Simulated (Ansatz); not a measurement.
# C2H9ClP2Si2: what the fields show

```xyz
16

C    -2.6710   -0.7287   -1.6332
C     0.7760    1.9130    2.5665
Cl    2.3331    1.8220   -0.2542
P    -1.2630    2.2013   -0.3045
P     0.1560   -0.8680    0.4629
Si   -1.0291    0.1177   -1.2523
Si    0.5661    1.3626    0.7839
H    -2.5018   -1.7762   -1.9558
H    -3.2014   -0.1914   -2.4458
H    -3.3218   -0.7348   -0.7364
H    -0.1471    0.1541   -2.4707
H    -0.5424    2.9644   -1.2891
H    -0.1460    1.6952    3.1422
H     0.9701    3.0040    2.6054
H     1.6292    1.3822    3.0344
H    -1.0065   -0.7436    1.3203
```

Geometry: PBE-D3(BJ)/def2-SVP.

Level of theory: isolated molecule in a Gaussian basis; Kohn-Sham density functional theory, functional PBE0 in Ansatz 0.2.0.

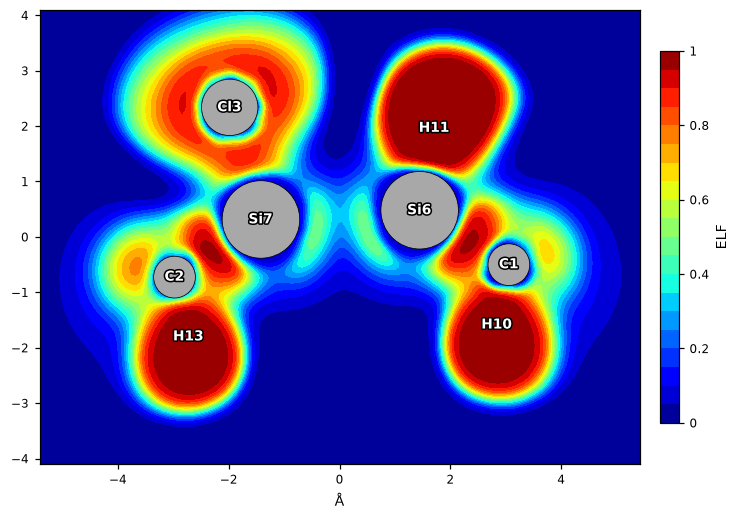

Figure 1. ELF on the plane of atoms Si6, C1 and H10. Grey discs cover the atomic cores.

Q: What do the fields say about this system?

A:
- The section cuts through C, Cl, Si and H sites.
- C–Si (1.88 Å): the ELF peaks at about 0.95 between the atoms; a covalent bond.
- Si–Cl (2.10 Å): the ELF peaks at about 0.90 between the atoms: a polar covalent bond.
- C–H (1.11 Å): the ELF climbs to about 1 towards the hydrogen, as it does in any bond to H; a covalent bond by its length.
- Si–H (1.50 Å): the ELF climbs to about 1 towards the hydrogen.
- The ELF also peaks beside Cl3, away from the bonds: lone-pair regions.

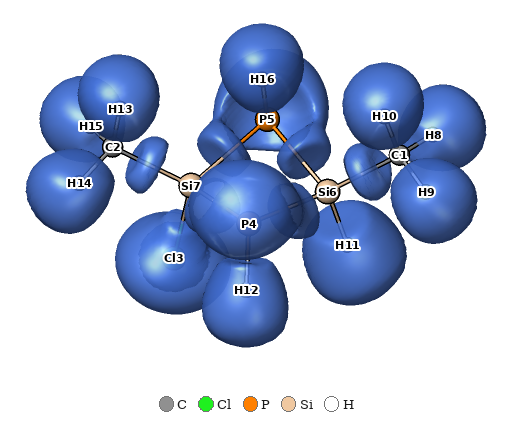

Figure 2. Isosurface of the electron localisation function at 0.8 (blue), seen across its widest extent. Core shells and regions of very low density are left out.

Q: Where are the electrons localised?

A: The ELF exceeds this value in two regions between bonded C–Si atoms (shared pairs), nine regions around hydrogen nuclei, one region on Cl in which the atom's valence shell and bonds are merged and two regions on P in which the atom's valence shell and bonds are merged.

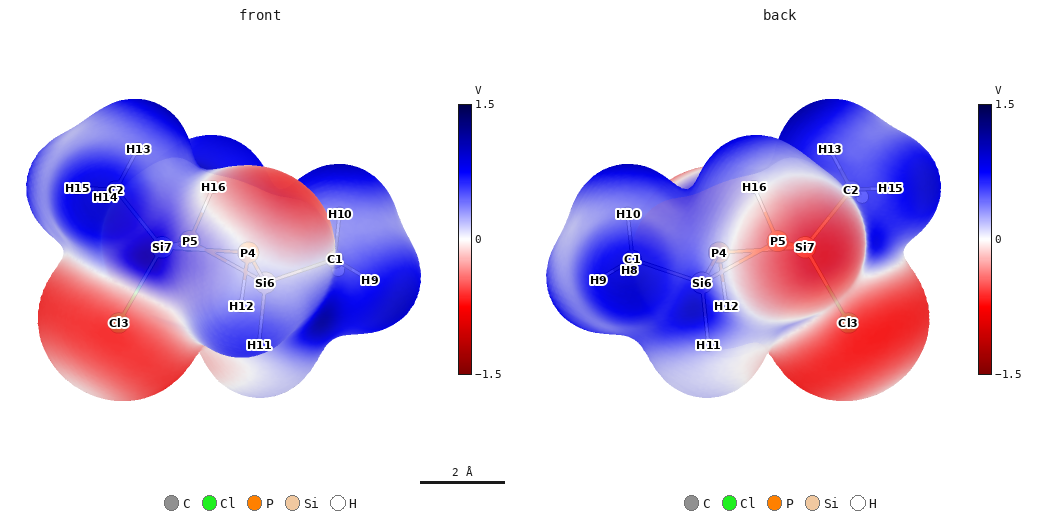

Figure 3. The molecular electrostatic potential painted on the density surface at 0.002 e/bohr³, seen from the front and from behind; red is negative and blue positive.

Q: Which sites attract a positive test charge, and which a negative one?

A: A positive charge is drawn to the negative regions and a negative charge to the positive ones. The most negative region (about −0.7 V) lies over Cl3 and P5, the most positive (about +1.0 V) over Si6, Si7 and H13.

Q: How polar is the molecule by this calculation?

A: Its dipole moment is 1.98 D.

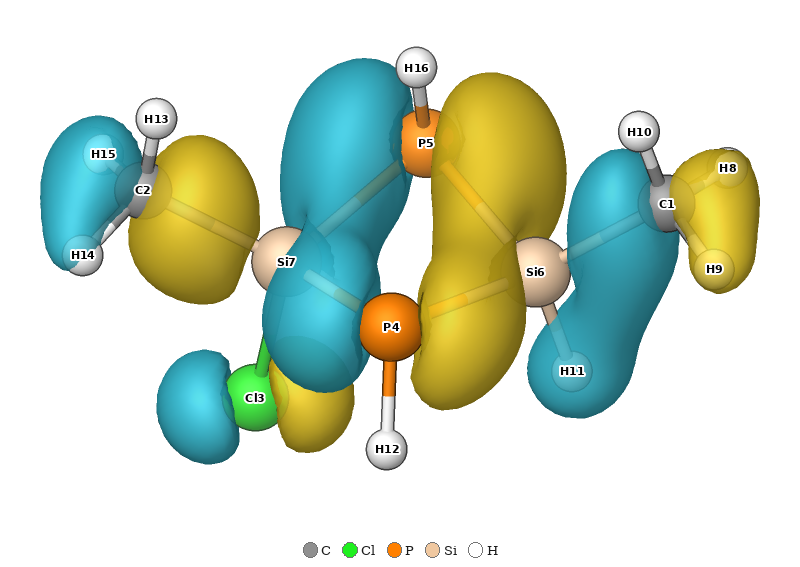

Figure 4. The HOMO−1 at ±0.1 Å⁻³ᐟ² (yellow and cyan are the two phases), seen across its widest extent.

Q: Describe this orbital and give its energy.

A: It lies mainly on P5 (about 20 %), P4 (about 15 %), Si6 (about 15 %), Si7 (about 15 %), C2 (about 10 %) and C1 (about 10 %). Its energy is −7.83 eV.
